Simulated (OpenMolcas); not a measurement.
**BF2H2Si (SMILES FB(F)[SiH2]) at CASSCF(7,6)/ANO-L-VDZP (6 states averaged)**

We compute the vertical excitations of BF2H2Si. 

Program for the calculation: OpenMolcas 26.06.

**1. Starting point**

BF2H2Si has 6 atoms, charge 0, and is taken as a doublet. As SMILES, `FB(F)[SiH2]`. The shape comes from GFN2-xTB, which is rough for such elements, and wasn't checked as a minimum.

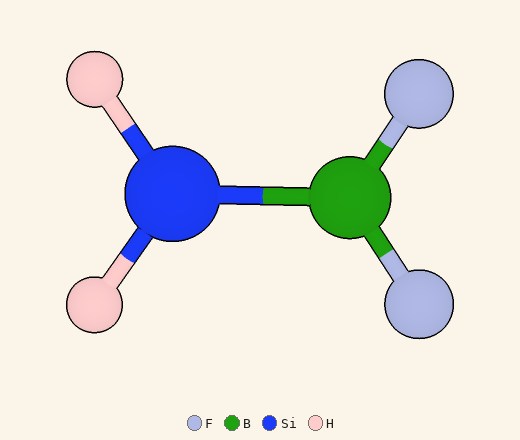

The structure, seen from a chosen angle (fluorine light blue, boron green, silicon blue, hydrogen pink).

**2. The excited states at CASSCF(7,6)/ANO-L-VDZP (6 states averaged)**

The input, step5.inp:

```
&GATEWAY
XBAS
F.ANO-L-VDZP
B.ANO-L-VDZP
Si.ANO-L-VDZP
H.ANO-L-VDZP
End of Basis
ZMAT
F1
B2 1 1.338285
F3 2 1.338161 1 112.72271
Si4 2 1.900912 3 123.58892 1 -179.90782
H5 4 1.458512 2 124.96023 3 0.22612
H6 4 1.458614 5 109.92575 2 -179.53194
End of ZMAT
&SEWARD
&RASSCF
FileOrb=$CurrDir/step2.RasOrb
Spin=2
Nactel=7 0 0
Inactive=16
Ras2=6
CIRoot=6 6 1
OrbListing=NoCore
OrbAppear=Compact
&RASSI
NrOfJobIphs=1 all
```

Command:

```sh
$ export MOLCAS_MEM=1860
$ pymolcas step5.inp > step5.log
```

Q: Predict the results. Wanted: energy of the lowest of 6 roots; dipole moment; lowest excitation energy within this active space.

Answer, from the run:

Level: CASSCF(7,6)/ANO-L-VDZP (6 states averaged).

| quantity | value |
| --- | --- |
| energy of the lowest of 6 roots | -513.81106 Eh |
| dipole moment (CASSCF density) | 2.37 D |
| lowest excitation energy within this active space | 5.05 eV |

In words: The brightest of the 5 transitions from the ground state lies at 5.38 eV (230 nm, f = 0.198); the lowest, at 5.05 eV, has f = 0.002.
